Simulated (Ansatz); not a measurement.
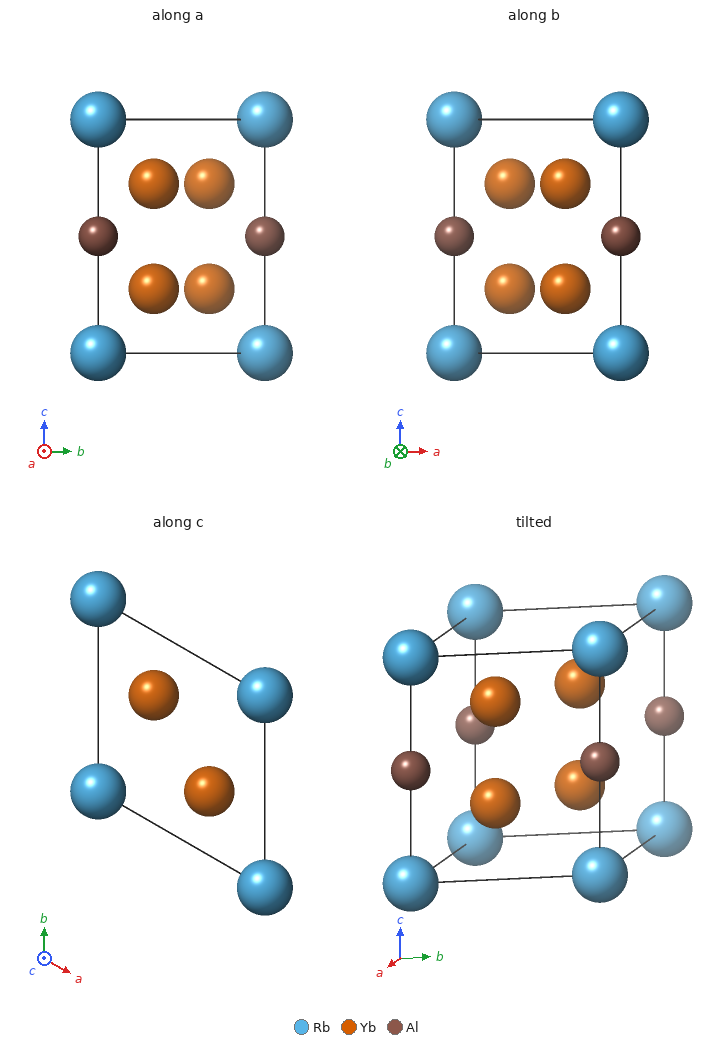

Crystal structure, spheres-only style, seen along the a axis, along the b axis, along the c axis and slightly off an axis. The conventional unit cell is outlined; an atom on or near a face, edge or corner is repeated at each equivalent position.

Lattice parameters: a = 5.8983 Å, b = 5.8983 Å, c = 7.1588 Å, α = 90.000°, β = 90.000°, γ = 120.000°.

Q: Express the structure as a CIF with its space group and independent sites, with free fractional coordinates to two decimals.

A:
```cif
data_structure
_symmetry_space_group_name_H-M 'P 6/m m m'
_symmetry_Int_Tables_number 191
_cell_length_a 5.8983
_cell_length_b 5.8983
_cell_length_c 7.1588
_cell_angle_alpha 90.000
_cell_angle_beta 90.000
_cell_angle_gamma 120.000
_cell_volume 215.69
loop_
_atom_site_label
_atom_site_type_symbol
_atom_site_symmetry_multiplicity
_atom_site_Wyckoff_symbol
_atom_site_fract_x
_atom_site_fract_y
_atom_site_fract_z
_atom_site_occupancy
Rb1 Rb 1 a 0.00 0.00 0.00 1
Yb1 Yb 4 h 0.3333 0.6667 0.73 1
Al1 Al 1 b 0.00 0.00 0.50 1
```

The starting point was a structure type filled with these elements by a generator (whether the compound takes this form wasn't checked). Earlier steps of the study, as a rule a relaxation of our own, may have changed the cell and positions, so they can lie some per cent off the listed ones. It went into a calculation with Ansatz.
